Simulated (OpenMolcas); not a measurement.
**CuH: relativistic diatomic calculation (part 2 of 2)**

Continued. System: CuH. Method: SA-CASSCF(12,7)/XMS-CASPT2 + RASSI spin-orbit (X2C scalar, AMFI), ANO-RCC-VTZP (OpenMolcas).

Output (extracts), continued:
```
++    Wave function specifications:
      Number of closed shell electrons           6
      Number of electrons in active shells      12
      Number of inactive orbitals                3
      Number of active orbitals                  7
      Number of secondary orbitals              57
      Spin quantum number                      0.0
      State symmetry                             2
      Number of CSFs                            10
      Number of CASSCF root(s) available         2
      CASPT2 state passed to geometry opt.       2
      A file JOBMIX will be created
      This is a MULTI-STATE CASSCF reference
      Number of CI roots used                    2
      These are:                                 1   2
      Off-diagonal elements of Heff are computed
  FINAL CASPT2 RESULT:
      Reference energy:       -1653.6699209017
      E2 (Non-variational):      -0.7437982857
      Shift correction:          -0.0013271936
      E2 (Variational):          -0.7451254793
      Total energy:           -1654.4150463810
      Reference weight:           0.90505
  FINAL CASPT2 RESULT:
      Reference energy:       -1653.6699209017
      E2 (Non-variational):      -0.7437984519
      Shift correction:          -0.0013272357
      E2 (Variational):          -0.7451256876
      Total energy:           -1654.4150465893
      Reference weight:           0.90505
       Total XMS-CASPT2 energies:
::    XMS-CASPT2 Root  1     Total energy:  -1654.41504659
::    XMS-CASPT2 Root  2     Total energy:  -1654.41504638
  SPIN-FREE ENERGIES:
  (Shifted by EMIN (a.u.) =      -1654.4805728361)
 SF State       Relative EMIN(au)   Rel lowest level(eV)    D:o, cm**(-1)      Abs_M
     1             0.0000000000        0.0000000000              0.0000         0.0
     4             0.0352299451        0.9586556448           7732.0792         0.0
     7             0.0536017830        1.4585788212          11764.2316         1.0
     8             0.0536017838        1.4585788428          11764.2317         1.0
     5             0.0540875218        1.4717964462          11870.8389         2.0
     6             0.0540891242        1.4718400501          11871.1906         2.0
     2             0.0571035546        1.5538668794          12532.7816         2.0
     3             0.0571046261        1.5538960373          12533.0168         2.0
     9             0.0655262465        1.7830600033          14381.3488         1.0
    10             0.0655264553        1.7830656854          14381.3946         1.0
++ Dipole transition strengths (spin-free states):
     for osc. strength at least  1.00000000E-05
      From   To        Osc. strength     Einstein coefficients Ax, Ay, Az (sec-1)    Total A (sec-1)
         1    9       6.02587885E-04  8.13929859E+04  1.73779532E+03  0.00000000E+00  8.31307812E+04
         1   10       6.02589837E-04  1.73781181E+03  8.13937685E+04  0.00000000E+00  8.31315803E+04
 Electric-quadrupole - electric-quadrupole not included
 Electric-dipole - electric-octupole not included
 Electric-dipole - magnetic-quadrupole not included
   Eigenvalues of complex Hamiltonian:
  (Shifted by EMIN (a.u.) =      -1654.4805728361)
 SO State       Relative EMIN(au)   Rel lowest level(eV)    D:o, cm**(-1)      Omega
     1            -0.0003267977        0.0000000000              0.0000         0.0
     2             0.0343153133        0.9426598618           7603.0645         0.0
     3             0.0344683725        0.9468248152           7636.6571         1.0
     4             0.0344683741        0.9468248595           7636.6575         1.0
     5             0.0500574757        1.3710259259          11058.0698         2.0
     6             0.0500578901        1.3710372021          11058.1608         2.0
     7             0.0503856991        1.3799573384          11130.1065         3.0
     8             0.0503856991        1.3799573384          11130.1065         3.0
     9             0.0518857507        1.4207758208          11459.3298         2.0
    10             0.0518860113        1.4207829121          11459.3870         2.0
    11             0.0520067674        1.4240688551          11485.8899         1.0
    12             0.0520067782        1.4240691489          11485.8923         1.0
    13             0.0557821933        1.5268034272          12314.5001         0.0
    14             0.0563700275        1.5427992102          12443.5148         0.0
    15             0.0589252543        1.6123304734          13004.3223         1.0
    16             0.0589252586        1.6123305897          13004.3232         1.0
    17             0.0609969483        1.6687041382          13459.0065         2.0
    18             0.0609970930        1.6687080749          13459.0383         2.0
    19             0.0667485281        1.8252125982          14721.3324         1.0
    20             0.0667487195        1.8252178052          14721.3744         1.0
 Weights of the five most important spin-orbit-free states for each spin-orbit state.
 SO State  Total energy (au)           Spin-free states, spin, and weights
    1        -0.000327       1 0.0  0.9942    7 1.0  0.0029    8 1.0  0.0029    6 1.0  0.0000    5 1.0  0.0000
    2         0.034315       4 1.0  0.9585    7 1.0  0.0207    8 1.0  0.0207    3 0.0  0.0000    5 1.0  0.0000
    3         0.034468       4 1.0  0.9689    8 1.0  0.0226    9 0.0  0.0079    7 1.0  0.0006    5 1.0  0.0000
    4         0.034468       4 1.0  0.9689    7 1.0  0.0226   10 0.0  0.0079    8 1.0  0.0006    5 1.0  0.0000
    5         0.050057       7 1.0  0.3687    8 1.0  0.3687    5 1.0  0.2603    3 0.0  0.0023    2 0.0  0.0000
    6         0.050058       7 1.0  0.3688    8 1.0  0.3688    6 1.0  0.2600    2 0.0  0.0023    3 0.0  0.0000
    7         0.050386       5 1.0  0.5002    6 1.0  0.4998    7 1.0  0.0000    8 1.0  0.0000    9 0.0  0.0000
    8         0.050386       5 1.0  0.5002    6 1.0  0.4998    7 1.0  0.0000    8 1.0  0.0000    9 0.0  0.0000
    9         0.051886       5 1.0  0.4453    3 0.0  0.4233    7 1.0  0.0649    8 1.0  0.0649    2 0.0  0.0012
   10         0.051886       6 1.0  0.4455    2 0.0  0.4234    7 1.0  0.0648    8 1.0  0.0648    3 0.0  0.0012
   11         0.052007       8 1.0  0.6836    6 1.0  0.1159    5 1.0  0.1157    9 0.0  0.0543    7 1.0  0.0180
   12         0.052007       7 1.0  0.6836    6 1.0  0.1159    5 1.0  0.1157   10 0.0  0.0543    8 1.0  0.0180
   13         0.055782       8 1.0  0.4971    7 1.0  0.4971    1 0.0  0.0058    2 0.0  0.0000    6 1.0  0.0000
   14         0.056370       8 1.0  0.4793    7 1.0  0.4793    4 1.0  0.0415    3 0.0  0.0000    5 1.0  0.0000
   15         0.058925       6 1.0  0.3543    5 1.0  0.3541    8 1.0  0.2561    9 0.0  0.0213    4 1.0  0.0075
   16         0.058925       6 1.0  0.3543    5 1.0  0.3541    7 1.0  0.2560   10 0.0  0.0213    4 1.0  0.0075
   17         0.060997       2 0.0  0.5709    6 1.0  0.2920    8 1.0  0.0664    7 1.0  0.0664    3 0.0  0.0022
   18         0.060997       3 0.0  0.5710    5 1.0  0.2919    8 1.0  0.0664    7 1.0  0.0664    2 0.0  0.0022
   19         0.066749       9 0.0  0.9165    6 1.0  0.0300    5 1.0  0.0300    8 1.0  0.0122    4 1.0  0.0111
   20         0.066749      10 0.0  0.9165    6 1.0  0.0300    5 1.0  0.0300    7 1.0  0.0122    4 1.0  0.0111
++ Dipole transition strengths (SO states):
        for osc. strength at least   1.00000000E-05
      From   To        Osc. strength     Einstein coefficients Ax, Ay, Az (sec-1)    Total A (sec-1)
         1   11       2.55734812E-05  2.19839786E+03  5.20107312E+01  0.00000000E+00  2.25040859E+03
         1   12       2.55727861E-05  5.20094804E+01  2.19833887E+03  0.00000000E+00  2.25034835E+03
         1   15       1.15933736E-05  1.27729418E+03  3.04641782E+01  0.00000000E+00  1.30775836E+03
         1   16       1.15928490E-05  3.04629316E+01  1.27723644E+03  0.00000000E+00  1.30769937E+03
         1   19       5.63845368E-04  7.98034333E+04  1.70386192E+03  0.00000000E+00  8.15072952E+04
         1   20       5.63848557E-04  1.70388107E+03  7.98043402E+04  0.00000000E+00  8.15082213E+04
 Electric-quadrupole - electric-quadrupole not included
 Electric-dipole - electric-octupole not included
 Electric-dipole - magnetic-quadrupole not included
```

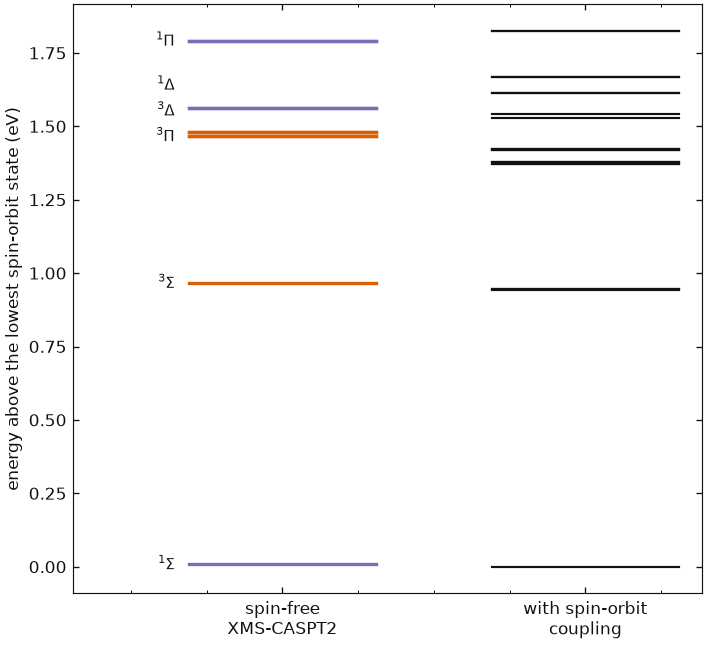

Figure 1. States up to 2.5 eV at 1.458 Å, without spin-orbit coupling (left, a colour for each spin multiplicity) and with it (right, where close levels merge). The spin-free states run ¹Σ (0.00 eV), ³Σ (0.96 eV), ³Π (1.46 eV), ³Δ (1.47 eV), ¹Δ (1.55 eV), ¹Π (1.78 eV) from the lowest. The lowest spin-orbit levels have |Ω| = 0 (0 cm⁻¹), 0 (7,603 cm⁻¹), 1 (7,637 cm⁻¹), 2 (11,058 cm⁻¹), 3 (11,130 cm⁻¹).

Results in brief:

```tsv
quantity	value
outcome	converged; the ground state isn't settled
lowest spin-free state	¹Σ
lowest spin-orbit level	Ω = 0, −1654.48090 hartree
next level	Ω = 0, 7,603 cm⁻¹
wall time	26 s
peak memory	0.2 GiB
```

Remarks:

Caveats: CASPT2 reverses the order of the lowest states (CASSCF has multiplicity 3 lowest), so the ground state isn't settled by this run.
